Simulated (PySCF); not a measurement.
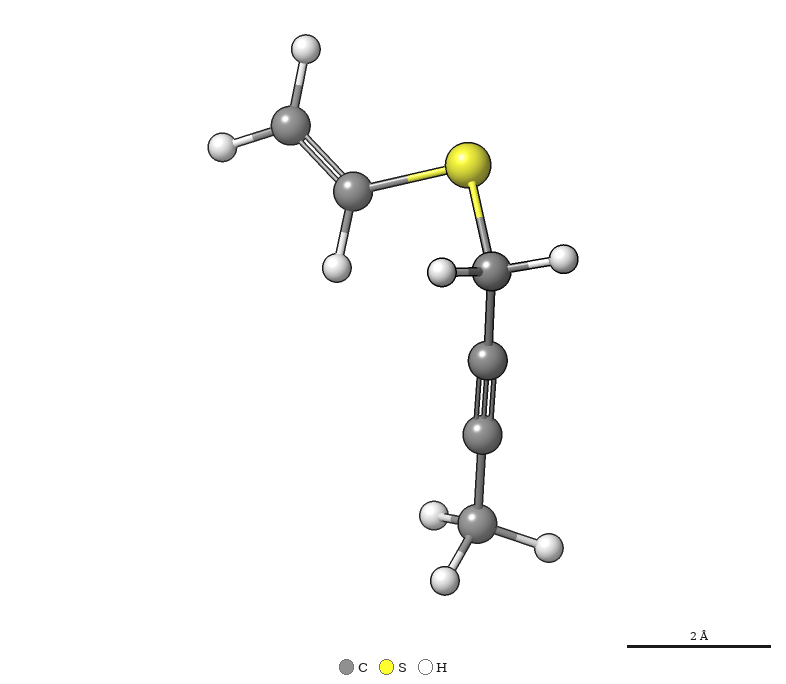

Ball-and-stick drawing of a structure. Double and triple bonds are drawn as two and three sticks.

The computed structure is the end point of a PBE0-D3(BJ)/def2-SVP optimisation. No frequency run is at hand to confirm it as a minimum.

Which formula does it have?

Answer. C6H8S, 15 atoms: 6 carbon, 8 hydrogen and 1 sulfur.

Does it have rings?

Answer. It has no ring.

More results for the same structure follow; atom numbers are the same in all pictures, views and colours differ.

## Shape

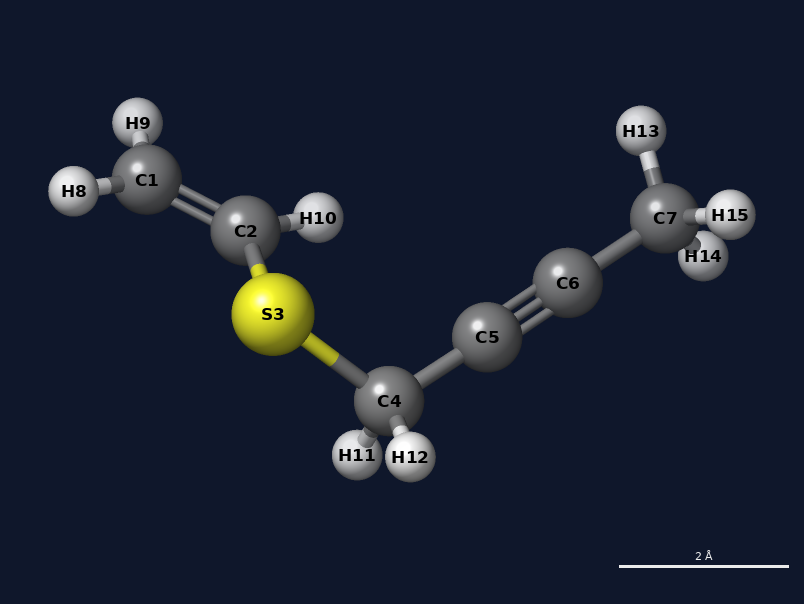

Atoms carry their numbers in the input. No frequency run is at hand to confirm it as a minimum.

Give the bond lengths.

```csv
bond,length (Å),order
C1–C2,1.336,double
C1–H8,1.094,single
C1–H9,1.092,single
C2–S3,1.752,single
C2–H10,1.097,single
S3–C4,1.830,single
C4–C5,1.451,single
C4–H11,1.102,single
C4–H12,1.102,single
C5–C6,1.213,triple
C6–C7,1.453,single
C7–H13,1.101,single
C7–H14,1.101,single
C7–H15,1.101,single
```

## Charges

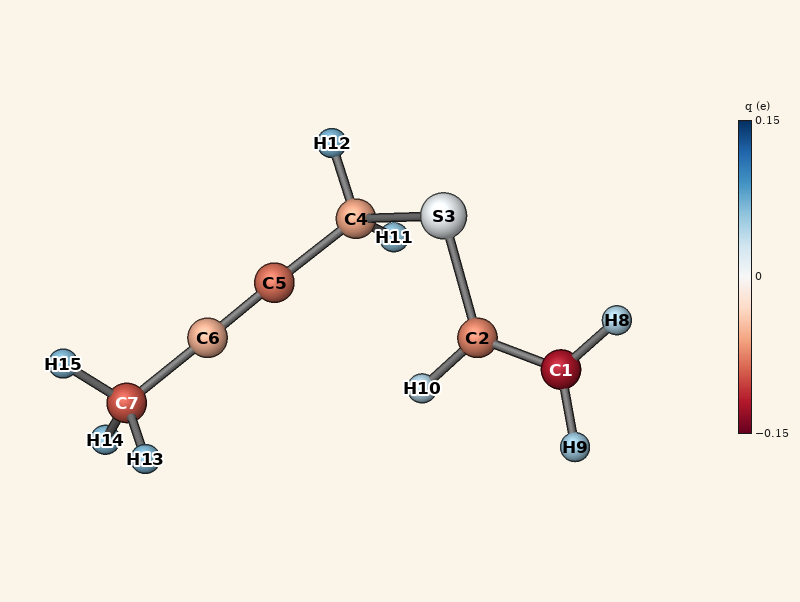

Atoms are coloured by their Hirshfeld charges. No frequency run is at hand to confirm it as a minimum. Level of theory: PBE0/pcSseg-1 in chloroform (IEF-PCM) (PySCF 2.14.0).

List the Hirshfeld charges.

```json
{"atom": "C1", "value (e)": "−0.12"}
{"atom": "C2", "value (e)": "−0.07"}
{"atom": "S3", "value (e)": "0.01"}
{"atom": "C4", "value (e)": "−0.06"}
{"atom": "C5", "value (e)": "−0.08"}
{"atom": "C6", "value (e)": "−0.05"}
{"atom": "C7", "value (e)": "−0.09"}
{"atom": "H8", "value (e)": "0.05"}
{"atom": "H9", "value (e)": "0.05"}
{"atom": "H10", "value (e)": "0.04"}
{"atom": "H11", "value (e)": "0.06"}
{"atom": "H12", "value (e)": "0.07"}
{"atom": "H13", "value (e)": "0.07"}
{"atom": "H14", "value (e)": "0.06"}
{"atom": "H15", "value (e)": "0.06"}
```

## Dipole moment

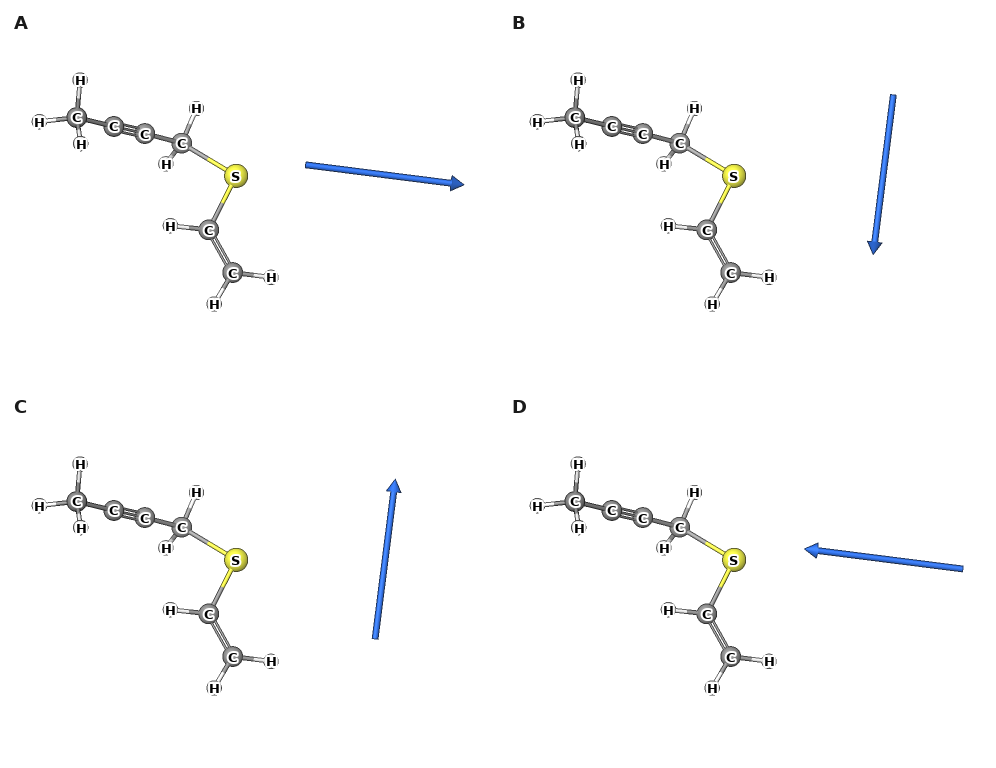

The same molecule four times, each with an arrow. No frequency run is at hand to confirm it as a minimum. Level of theory: BHandHLYP/aug-pcX-1 (pcseg-1 on H) (def2-SVPD on S), gas phase (PySCF 2.14.0).

Which arrow points along the dipole moment, from the negative to the positive end?

Answer. D. The dipole moment is 1.91 D.

## NMR shielding

The questions are on isotropic NMR shieldings of the H atoms. No frequency run is at hand to confirm it as a minimum. Properties computed with GIAO PBE0/pcSseg-1 NMR shielding, non-relativistic, IEF-PCM chloroform (PySCF 2.14.0).

Which H atom is the most shielded (lowest chemical shift)?

Answer. H15 (29.26 ppm).

Which H atom is the least shielded (highest chemical shift)?

Answer. H10 (24.50 ppm).

How wide is the range of H shifts?

Answer. 4.76 ppm.

List the isotropic NMR shieldings of the H atoms.

| atom | σ (ppm) |
| --- | --- |
| H8 | 25.63 |
| H9 | 25.60 |
| H10 | 24.50 |
| H11 | 27.73 |
| H12 | 28.15 |
| H13 | 29.20 |
| H14 | 29.23 |
| H15 | 29.26 |
